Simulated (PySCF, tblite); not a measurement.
# C5H7FGeS: vibronic structure

What do calculations give for the vibronic structure of C5H7FGeS (`CS[C]1=C(F)C=[CH][GeH2]1`)?

Programs: tblite 0.8.0 and PySCF 2.14.0, with routines of our own; each step states its level. All values are computed. Atoms count from 0.

## 1. The starting structure

15 atoms, charge 0, multiplicity 1; geometry from: force field or distance geometry start.

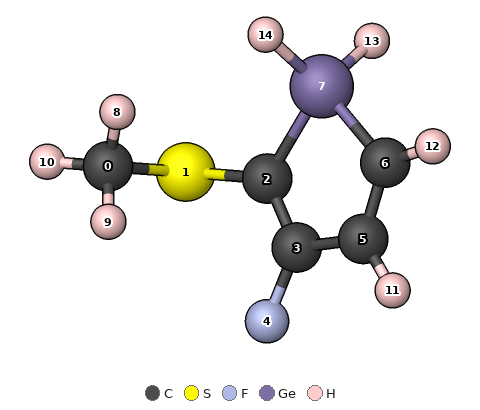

The starting geometry (carbon dark grey, sulfur yellow, fluorine light blue, germanium purple, hydrogen pink).

## 2. Geometry optimisation with GFN2-xTB

The job: settings as JSON, then the geometry in Å.

```
{"job": {"kind": "relax", "xc": "GFN2-xTB", "basis": "xTB"}, "charge": 0, "multiplicity": 1}
C     -2.504900     0.201600     0.812900
S     -1.905000     0.689800    -0.839900
C     -0.210300     0.167500    -0.477900
C      0.259600    -1.034000    -0.742500
F     -0.494100    -2.027600    -1.276200
C      1.666500    -1.242700    -0.374300
C      2.274900    -0.177800     0.151800
Ge     1.101900     1.315800     0.286400
H     -1.977600     0.775600     1.602700
H     -2.364000    -0.884200     0.979500
H     -3.601200     0.425800     0.873800
H      2.180600    -2.185900    -0.520500
H      3.304000    -0.175100     0.480200
H      1.501800     2.465500    -0.672100
H      0.763400     1.693800     1.751500
```

Launch:

```console
> OMP_NUM_THREADS=1 python excited_run.py task.json out
```

This one command runs all jobs of the session in turn.

Standard output:

```text
step      E/eV     max force
  0    -655.38856    2.268
  1    -655.50901    1.101
  2    -655.55729    0.548
  3    -655.58517    0.461
  4    -655.62605    0.474
  5    -655.64642    0.406
  6    -655.66205    0.313
  7    -655.66908    0.239
  8    -655.67463    0.226
  9    -655.67935    0.197
 10    -655.68343    0.196
 11    -655.68559    0.111
 12    -655.68669    0.070
 13    -655.68769    0.088
 14    -655.68891    0.114
 15    -655.68997    0.101
 16    -655.69063    0.063
 17    -655.69110    0.052
 18    -655.69166    0.074
 19    -655.69227    0.076
 20    -655.69276    0.047
 21    -655.69312    0.055
 22    -655.69353    0.064
 23    -655.69419    0.087
 24    -655.69514    0.105
 25    -655.69615    0.106
 26    -655.69695    0.097
 27    -655.69762    0.091
 28    -655.69831    0.077
 29    -655.69906    0.073
 30    -655.69983    0.097
 31    -655.70069    0.101
 32    -655.70183    0.121
 33    -655.70337    0.155
 34    -655.70509    0.133
 35    -655.70668    0.114
 36    -655.70828    0.108
 37    -655.71040    0.140
 38    -655.71325    0.190
 39    -655.71623    0.161
 40    -655.71863    0.127
 41    -655.72034    0.127
 42    -655.72153    0.188
 43    -655.72346    0.178
 44    -655.72563    0.131
 45    -655.72940    0.109
 46    -655.73098    0.119
 47    -655.73504    0.155
 48    -655.73827    0.166
 49    -655.74180    0.241
 50    -655.74652    0.259
 51    -655.75278    0.256
 52    -655.76608    0.352
 53    -655.77483    0.407
 54    -655.78770    0.378
 55    -655.80243    0.290
 56    -655.81033    0.367
 57    -655.82267    0.325
 58    -655.83722    0.475
 59    -655.84462    0.292
 60    -655.84914    0.285
 61    -655.85571    0.171
 62    -655.86112    0.195
 63    -655.86600    0.178
 64    -655.86957    0.173
 65    -655.87272    0.104
 66    -655.87437    0.081
 67    -655.87544    0.078
 68    -655.87670    0.103
 69    -655.87858    0.130
 70    -655.88129    0.142
 71    -655.88455    0.142
 72    -655.88803    0.145
 73    -655.89139    0.126
 74    -655.89480    0.137
 75    -655.89853    0.183
 76    -655.90260    0.204
 77    -655.90743    0.162
 78    -655.91218    0.250
 79    -655.91689    0.122
 80    -655.91894    0.129
 81    -655.92121    0.115
 82    -655.92278    0.125
 83    -655.92441    0.097
 84    -655.92580    0.111
 85    -655.92781    0.127
 86    -655.93047    0.089
 87    -655.93162    0.094
 88    -655.93260    0.075
 89    -655.93327    0.064
 90    -655.93385    0.045
 91    -655.93424    0.045
 92    -655.93453    0.045
 93    -655.93484    0.059
 94    -655.93522    0.057
 95    -655.93550    0.042
 96    -655.93571    0.049
 97    -655.93588    0.043
 98    -655.93621    0.045
 99    -655.93651    0.051
100    -655.93714    0.062
101    -655.93784    0.070
102    -655.93861    0.068
103    -655.93912    0.081
104    -655.93942    0.092
105    -655.93991    0.047
106    -655.94025    0.036
107    -655.94078    0.034
108    -655.94097    0.036
109    -655.94116    0.035
110    -655.94146    0.035
111    -655.94171    0.030
112    -655.94194    0.059
113    -655.94208    0.025
114    -655.94215    0.018
115    -655.94219    0.013
116    -655.94223    0.013
117    -655.94226    0.014
118    -655.94228    0.010
119    -655.94229    0.008
```

Run time: 1 s. Hardware: 1 thread of Intel Xeon Platinum 8375C at 2.90GHz, shared host; peak memory 0.18 GiB.

The steps of the relaxation: (not every step is listed)

| step | energy from step 0 (eV) | largest force (eV/Å) |
| --- | --- | --- |
| 0 | 0.0000 | 2.2681 |
| 1 | -0.1205 | 1.1014 |
| 2 | -0.1687 | 0.5477 |
| 3 | -0.1966 | 0.4605 |
| 4 | -0.2375 | 0.4738 |
| 5 | -0.2579 | 0.4058 |
| 6 | -0.2735 | 0.3131 |
| 7 | -0.2805 | 0.2395 |
| 8 | -0.2861 | 0.2264 |
| 18 | -0.3031 | 0.0743 |
| 28 | -0.3098 | 0.0771 |
| 38 | -0.3247 | 0.1899 |
| 48 | -0.3497 | 0.1659 |
| 58 | -0.4487 | 0.4755 |
| 68 | -0.4881 | 0.1026 |
| 78 | -0.5236 | 0.2504 |
| 88 | -0.5440 | 0.0746 |
| 98 | -0.5476 | 0.0446 |
| 108 | -0.5524 | 0.0365 |
| 114 | -0.5536 | 0.0185 |
| 115 | -0.5536 | 0.0127 |
| 116 | -0.5537 | 0.0132 |
| 117 | -0.5537 | 0.0136 |
| 118 | -0.5537 | 0.0102 |
| 119 | -0.5537 | 0.0081 |

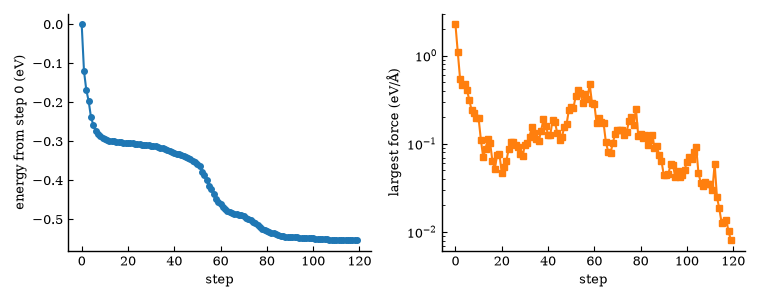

Energy and force, step by step.

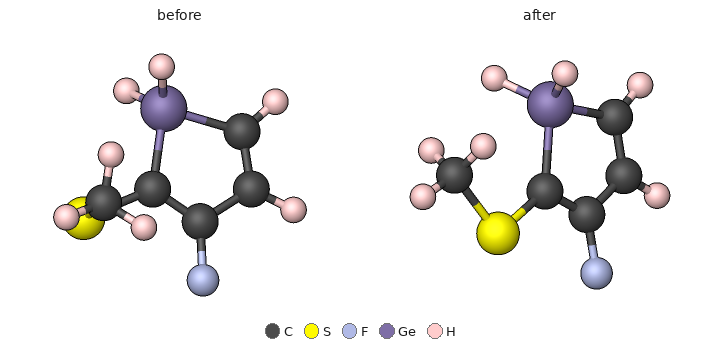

Before and after, at one scale.

Close pairs (by a distance rule), those that changed most:

| bond | before (Å) | after (Å) | change (Å) |
| --- | --- | --- | --- |
| S1–C2 | 1.810 | 1.736 | -0.074 |
| C2–Ge7 | 1.904 | 1.969 | +0.065 |
| Ge7–H14 | 1.550 | 1.502 | -0.048 |
| Ge7–H13 | 1.549 | 1.502 | -0.047 |
| C6–Ge7 | 1.904 | 1.943 | +0.039 |
| C0–H10 | 1.121 | 1.085 | -0.035 |
| C2–C3 | 1.317 | 1.348 | +0.031 |
| C3–C5 | 1.469 | 1.445 | -0.024 |

The next job starts from the end point, and lists it.

## 3. Infrared spectrum with GFN2-xTB

The job: settings as JSON, then the geometry in Å.

```
{"job": {"kind": "ir", "xc": "GFN2-xTB", "basis": "xTB"}, "charge": 0, "multiplicity": 1}
C     -2.539749     0.808365     0.698428
S     -2.058485    -0.587782    -0.355113
C     -0.330092    -0.474787    -0.234989
C      0.514784    -1.313594    -0.866436
F      0.102523    -2.327788    -1.659405
C      1.940135    -1.141329    -0.704841
C      2.359548    -0.138534     0.082091
Ge     0.797170     0.790123     0.768448
H     -2.141601     1.730950     0.282340
H     -2.167035     0.649641     1.707712
H     -3.624675     0.837653     0.701690
H      2.594785    -1.826577    -1.223481
H      3.400728     0.063871     0.259572
H      0.594472     2.212554     0.330502
H      0.553079     0.725223     2.249121
```

Standard output:

```text
mode    cm-1     km/mol
  1      36.0      3.14
  2     120.4      0.00
  3     133.5      0.29
  4     162.1      0.00
  5     219.8      2.22
  6     228.9      0.73
  7     283.1      0.12
  8     303.8      3.15
  9     328.8     23.40
 10     454.2     37.63
 11     482.2     32.55
 12     503.1     19.76
 13     519.4      1.18
 14     595.7     62.55
 15     597.4      0.03
 16     709.2     42.91
 17     731.6      3.22
 18     736.1     47.83
 19     816.3    169.68
 20     886.9     10.01
 21     896.1      6.53
 22     937.0      1.15
 23     956.2     10.61
 24     975.3     50.56
 25    1105.4      7.85
 26    1169.8     59.26
 27    1298.4     41.45
 28    1310.7      0.30
 29    1430.8      9.74
 30    1441.8     10.48
 31    1518.9    212.85
 32    1595.1     39.81
 33    1955.8    206.57
 34    2013.3    417.17
 35    3003.2      3.48
 36    3007.1      9.66
 37    3059.0      2.41
 38    3076.9     19.50
 39    3105.5     19.02
```

Run time: 0.66 s. Hardware: 1 thread of Intel Xeon Platinum 8375C at 2.90GHz, shared host; peak memory 0.18 GiB.

Which atoms move in the most intense modes:

| cm⁻¹ | km/mol | atoms |
| --- | --- | --- |
| 596 | 62.5 | H14 40 %, H13 38 %, C6 14 % |
| 736 | 47.8 | H12 64 %, C3 10 % |
| 816 | 169.7 | H14 48 %, H13 48 % |
| 975 | 50.6 | C2 45 % |
| 1170 | 59.3 | C3 43 %, H11 34 % |
| 1519 | 212.8 | C5 30 %, C3 25 %, C6 23 %, C2 19 % |
| 1956 | 206.6 | H13 50 %, H14 49 % |
| 2013 | 417.2 | H14 49 %, H13 49 % |

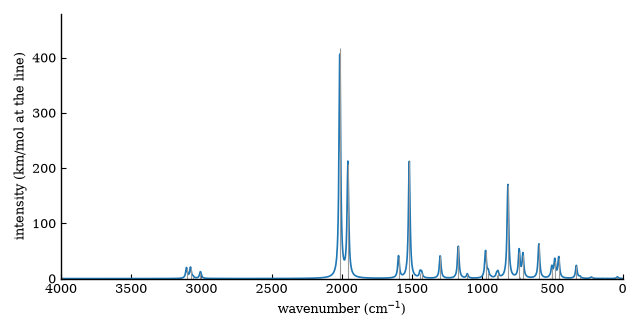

The infrared spectrum from these modes, unscaled. Lines are broadened to a width of 14 cm⁻¹ (Lorentzian).

## 4. Vibronic structure: TDA LC-wPBE/def2-SV(P)

Settings changed since step 3:

```diff
@@ -1,2 +1,2 @@
-{"job": {"kind": "ir", "xc": "GFN2-xTB", "basis": "xTB"}, "charge": 0, "multiplicity": 1}
+{"job": {"kind": "vib", "xc": "LC-wPBE", "basis": "def2-SV(P)", "tda": true}, "charge": 0, "multiplicity": 1}
 C     -2.539749     0.808365     0.698428
```

Method: TDA LC-wPBE/def2-SV(P) vertical-gradient vibronic structure (displaced harmonic oscillators, Condon), gas phase.

Standard output:

```text
final grid: 62240 points
cycle   1  E = -2768.4346160149  dE =  8.729e-01  |g| = 6.752e-01  |ddm| = 4.305e+00
cycle   2  E = -2768.4666860989  dE = -3.207e-02  |g| = 6.535e-01  |ddm| = 1.201e+00
cycle   3  E = -2768.5272468997  dE = -6.056e-02  |g| = 6.838e-02  |ddm| = 5.708e-01
cycle   4  E = -2768.5283796590  dE = -1.133e-03  |g| = 3.768e-02  |ddm| = 1.166e-01
cycle   5  E = -2768.5286674852  dE = -2.878e-04  |g| = 9.011e-03  |ddm| = 4.671e-02
cycle   6  E = -2768.5286940219  dE = -2.654e-05  |g| = 2.274e-03  |ddm| = 1.622e-02
cycle   7  E = -2768.5286979697  dE = -3.948e-06  |g| = 1.107e-03  |ddm| = 6.359e-03
cycle   8  E = -2768.5286989734  dE = -1.004e-06  |g| = 4.703e-04  |ddm| = 3.085e-03
cycle   9  E = -2768.5286991337  dE = -1.603e-07  |g| = 1.747e-04  |ddm| = 1.194e-03
cycle  10  E = -2768.5286991658  dE = -3.206e-08  |g| = 8.989e-05  |ddm| = 5.899e-04
cycle  11  E = -2768.5286991721  dE = -6.281e-09  |g| = 3.077e-05  |ddm| = 2.792e-04
cycle  12  E = -2768.5286991729  dE = -8.331e-10  |g| = 1.295e-05  |ddm| = 1.120e-04
converged SCF energy = -2768.5286991729

Singlet excitations (eV, f): 4.330 (0.2124)  5.722 (0.0004)  6.184 (0.0012)  6.247 (0.0047)  6.949 (0.0609)  7.107 (0.0069)

State S1  4.3304 eV  f = 0.21243  H->L 0.93
  relaxed dipole 2.898 D, largest gradient of the excitation energy 0.0954 Eh/bohr
  mode    cm-1        S   lambda/meV  Raman
   31   1518.9    1.9682     370.7   1.000
   19    816.3    0.4918      49.8   0.072
    9    328.8    1.1732      47.8   0.028
    6    228.9    1.3183      37.4   0.015
   16    709.2    0.4100      36.1   0.045
   26   1169.8    0.2137      31.0   0.064
    3    133.5    1.5667      25.9   0.006
    8    303.8    0.6214      23.4   0.013
   13    519.4    0.2475      15.9   0.015
   33   1955.8    0.0523      12.7   0.044
   27   1298.4    0.0691      11.1   0.026
   32   1595.1    0.0366       7.2   0.021
  reorganisation energy 0.6808 eV, total S 8.274, 0-0 3.6496 eV
  absorption maximum 4.274 eV, width 0.750 eV

State S5  6.9494 eV  f = 0.06095  H-1->L 0.88
  relaxed dipole 3.102 D, largest gradient of the excitation energy 0.0612 Eh/bohr
  mode    cm-1        S   lambda/meV  Raman
   31   1518.9    0.9190     173.1   1.000
   24    975.3    0.7266      87.9   0.326
   20    886.9    0.6711      73.8   0.249
   23    956.2    0.2726      32.3   0.118
    6    228.9    0.6788      19.3   0.017
   26   1169.8    0.1319      19.1   0.085
   17    731.6    0.1932      17.5   0.049
    3    133.5    0.8789      14.6   0.007
   19    816.3    0.1425      14.4   0.045
   25   1105.4    0.1038      14.2   0.060
   12    503.1    0.1698      10.6   0.020
    9    328.8    0.2582      10.5   0.013
  reorganisation energy 0.5447 eV, total S 5.700, 0-0 6.4047 eV
  absorption maximum 6.881 eV, width 0.648 eV

State T1  2.3201 eV  f = 0.00000  H->L 0.82, H-1->L 0.12
  relaxed dipole 2.527 D, largest gradient of the excitation energy 0.1343 Eh/bohr
  mode    cm-1        S   lambda/meV  Raman
   31   1518.9    3.4531     650.3   1.000
   26   1169.8    0.3870      56.1   0.066
   27   1298.4    0.2420      39.0   0.051
    9    328.8    0.9190      37.5   0.012
    6    228.9    1.0739      30.5   0.007
    8    303.8    0.7063      26.6   0.008
   32   1595.1    0.0998      19.7   0.032
   16    709.2    0.2024      17.8   0.013
    3    133.5    0.9209      15.2   0.002
   19    816.3    0.1253      12.7   0.010
   13    519.4    0.1259       8.1   0.004
   23    956.2    0.0401       4.8   0.005
  reorganisation energy 0.9242 eV, total S 8.329, 0-0 1.3959 eV
  absorption maximum 2.249 eV, width 0.945 eV
```

It took 48 s on 1 thread of Intel Xeon Platinum 8375C at 2.90GHz, shared host; peak memory 0.87 GiB.

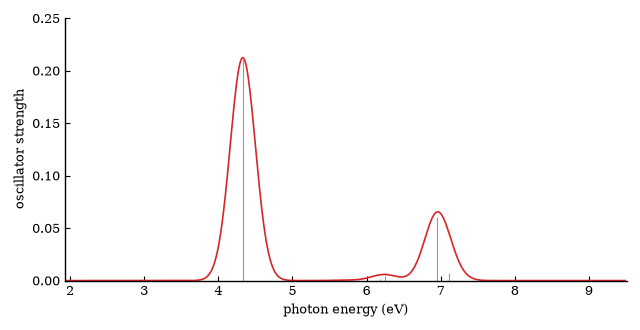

Absorption lines of the singlets. Lines are broadened to a width of 0.40 eV (Gaussian).

## 5. Vibronic structure: TDA LC-wPBE/def2-SV(P)

Settings changed since step 4:

```diff
@@ -1,2 +1,2 @@
-{"job": {"kind": "vib", "xc": "LC-wPBE", "basis": "def2-SV(P)", "tda": true}, "charge": 0, "multiplicity": 1}
+{"job": {"kind": "vib", "xc": "LC-wPBE", "basis": "def2-SV(P)", "tda": true, "grid": 3, "nbright": 1}, "charge": 0, "multiplicity": 1}
 C     -2.539749     0.808365     0.698428
```

Level: TDA LC-wPBE/def2-SV(P) vertical-gradient vibronic structure (displaced harmonic oscillators, Condon), gas phase.

Standard output:

```text
coarse grid: 62240 points
cycle   1  E = -2768.4346160149  dE =  8.729e-01  |g| = 6.752e-01  |ddm| = 4.305e+00
cycle   2  E = -2768.4666860989  dE = -3.207e-02  |g| = 6.535e-01  |ddm| = 1.201e+00
cycle   3  E = -2768.5272468997  dE = -6.056e-02  |g| = 6.838e-02  |ddm| = 5.708e-01
cycle   4  E = -2768.5283796590  dE = -1.133e-03  |g| = 3.768e-02  |ddm| = 1.166e-01
cycle   5  E = -2768.5286674852  dE = -2.878e-04  |g| = 9.011e-03  |ddm| = 4.671e-02
cycle   6  E = -2768.5286940219  dE = -2.654e-05  |g| = 2.274e-03  |ddm| = 1.622e-02
cycle   7  E = -2768.5286979697  dE = -3.948e-06  |g| = 1.107e-03  |ddm| = 6.359e-03
final grid: 193032 points
cycle   8  E = -2768.5286686537  dE = -8.207e-07  |g| = 1.073e-03  |ddm| = 3.201e-03
cycle   9  E = -2768.5286688577  dE = -2.040e-07  |g| = 9.741e-04  |ddm| = 2.289e-03
cycle  10  E = -2768.5286691211  dE = -2.634e-07  |g| = 1.883e-04  |ddm| = 1.101e-03
cycle  11  E = -2768.5286691538  dE = -3.269e-08  |g| = 9.632e-05  |ddm| = 5.062e-04
cycle  12  E = -2768.5286691666  dE = -1.281e-08  |g| = 2.381e-05  |ddm| = 4.762e-04
cycle  13  E = -2768.5286691669  dE = -3.211e-10  |g| = 1.342e-05  |ddm| = 5.436e-05
converged SCF energy = -2768.5286691669

Singlet excitations (eV, f): 4.330 (0.2124)  5.722 (0.0004)  6.184 (0.0012)  6.247 (0.0047)  6.949 (0.0610)  7.107 (0.0068)

State S1  4.3302 eV  f = 0.21244  H->L 0.93
  relaxed dipole 2.897 D, largest gradient of the excitation energy 0.0955 Eh/bohr
  mode    cm-1        S   lambda/meV  Raman
   31   1518.9    1.9684     370.7   1.000
   19    816.3    0.4909      49.7   0.072
    9    328.8    1.1727      47.8   0.028
    6    228.9    1.3136      37.3   0.015
   16    709.2    0.4118      36.2   0.046
   26   1169.8    0.2146      31.1   0.065
    3    133.5    1.5873      26.3   0.006
    8    303.8    0.6330      23.8   0.013
   13    519.4    0.2460      15.8   0.015
   33   1955.8    0.0523      12.7   0.044
   27   1298.4    0.0688      11.1   0.026
   32   1595.1    0.0370       7.3   0.021
  reorganisation energy 0.6816 eV, total S 8.302, 0-0 3.6487 eV
  absorption maximum 4.273 eV, width 0.750 eV

State S5  6.9492 eV  f = 0.06097  H-1->L 0.88
  relaxed dipole 3.102 D, largest gradient of the excitation energy 0.0612 Eh/bohr
  mode    cm-1        S   lambda/meV  Raman
   31   1518.9    0.9190     173.1   1.000
   24    975.3    0.7264      87.8   0.326
   20    886.9    0.6706      73.7   0.249
   23    956.2    0.2728      32.3   0.118
    6    228.9    0.6825      19.4   0.017
   26   1169.8    0.1317      19.1   0.085
   17    731.6    0.1928      17.5   0.049
   19    816.3    0.1427      14.4   0.045
    3    133.5    0.8685      14.4   0.007
   25   1105.4    0.1039      14.2   0.060
   12    503.1    0.1711      10.7   0.020
    9    328.8    0.2595      10.6   0.013
  reorganisation energy 0.5447 eV, total S 5.696, 0-0 6.4044 eV
  absorption maximum 6.880 eV, width 0.648 eV

State T1  2.3189 eV  f = 0.00000  H->L 0.82, H-1->L 0.12
  relaxed dipole 2.527 D, largest gradient of the excitation energy 0.1344 Eh/bohr
  mode    cm-1        S   lambda/meV  Raman
   31   1518.9    3.4539     650.4   1.000
   26   1169.8    0.3885      56.3   0.067
   27   1298.4    0.2417      38.9   0.051
    9    328.8    0.9190      37.5   0.012
    6    228.9    1.0664      30.3   0.007
    8    303.8    0.7166      27.0   0.008
   32   1595.1    0.0997      19.7   0.032
   16    709.2    0.2035      17.9   0.013
    3    133.5    0.9386      15.5   0.002
   19    816.3    0.1248      12.6   0.010
   13    519.4    0.1238       8.0   0.004
   23    956.2    0.0400       4.7   0.005
  reorganisation energy 0.9248 eV, total S 8.349, 0-0 1.3941 eV
  absorption maximum 2.250 eV, width 0.943 eV
```

It took 2 min on 1 thread of Intel Xeon Platinum 8375C at 2.90GHz, shared host; peak memory 0.97 GiB.

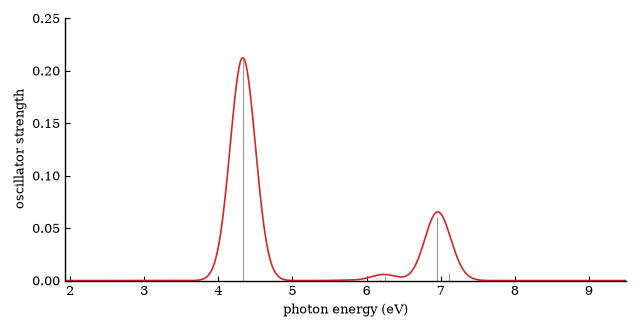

Absorption lines of the singlets. Lines are broadened to a width of 0.40 eV (Gaussian).

## 6. Summary of results

```
                                                                                        quantity                     value
                                                       strongest single infrared mode (GFN2-xTB)     2013 cm⁻¹, 417 km/mol
                                                                    zero-point energy (GFN2-xTB)             61.0 kcal/mol
S1: vertical, reorganisation, 0-0, total S (step 4, TDA LC-wPBE/def2-SV(P), modes from GFN2-xTB)  4.33, 0.68, 3.65 eV; 8.3
S5: vertical, reorganisation, 0-0, total S (step 4, TDA LC-wPBE/def2-SV(P), modes from GFN2-xTB)  6.95, 0.54, 6.40 eV; 5.7
T1: vertical, reorganisation, 0-0, total S (step 4, TDA LC-wPBE/def2-SV(P), modes from GFN2-xTB)  2.32, 0.92, 1.40 eV; 8.3
S1: vertical, reorganisation, 0-0, total S (step 5, TDA LC-wPBE/def2-SV(P), modes from GFN2-xTB)  4.33, 0.68, 3.65 eV; 8.3
S5: vertical, reorganisation, 0-0, total S (step 5, TDA LC-wPBE/def2-SV(P), modes from GFN2-xTB)  6.95, 0.54, 6.40 eV; 5.7
T1: vertical, reorganisation, 0-0, total S (step 5, TDA LC-wPBE/def2-SV(P), modes from GFN2-xTB)  2.32, 0.92, 1.39 eV; 8.3
```

In words: All 39 modes are real, so the xTB geometry is a minimum. The strongest single mode, at 2013 cm⁻¹, moves mainly H14 and H13. GFN2-xTB is a fitted tight-binding method: band positions and strengths are rough. Its intensities can rank the bands wrongly. Steps that list no spin-orbit terms leave them out, which matters at and beside the heavy atoms. The vibronic model keeps the ground-state modes (from xTB) and shifts them along the gradient alone, so it can miss much of the relaxation that a full optimisation finds.
